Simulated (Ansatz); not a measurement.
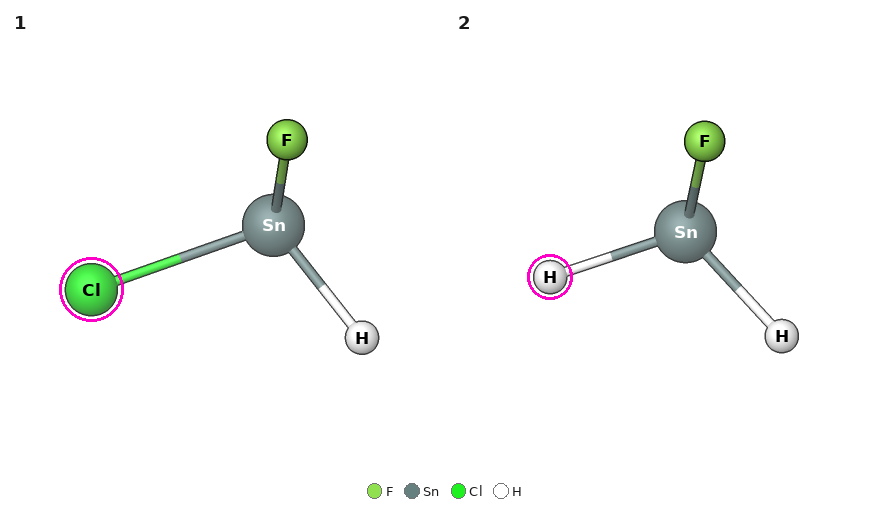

2 molecules with one skeleton, seen from the same side and at one scale; the atom that differs is circled. Each species is neutral and a spin doublet. Computed geometries: PBE0-D4/def2-TZVP optimisations, one conformation each. Properties computed with Ansatz 0.2.0. Elements past Kr carry core potentials.

One atom differs, called X below: Cl in panel 1, H in panel 2. Their formulas are ClFHSn (`[F][SnH][Cl]`), FH2Sn (`[F][SnH2]`).

In which is the harmonic zero-point energy higher (PBE0-D4/def2-TZVP)?

In panel 2 (X = H).

In which is the length of X–Sn larger (PBE0-D4/def2-TZVP)?

In panel 1 (X = Cl).

Give the values. With PBE0-D4/def2-TZVP: length of X–Sn (Å), angle X–Sn–H (°), harmonic zero-point energy (kJ/mol). With r2SCAN-D4/def2-TZVPP: dipole moment (D).

| quantity | 1 (Cl) | 2 (H) | 2 − 1 |
| --- | --- | --- | --- |
| length of X–Sn (Å) | 2.331 | 1.726 | −0.605 |
| angle X–Sn–H (°) | 108.4 | 113.3 | +4.9 |
| dipole moment (D) | 2.93 | 2.60 | −0.33 |
| harmonic zero-point energy (kJ/mol) | 22.9 | 36.1 | +13.2 |
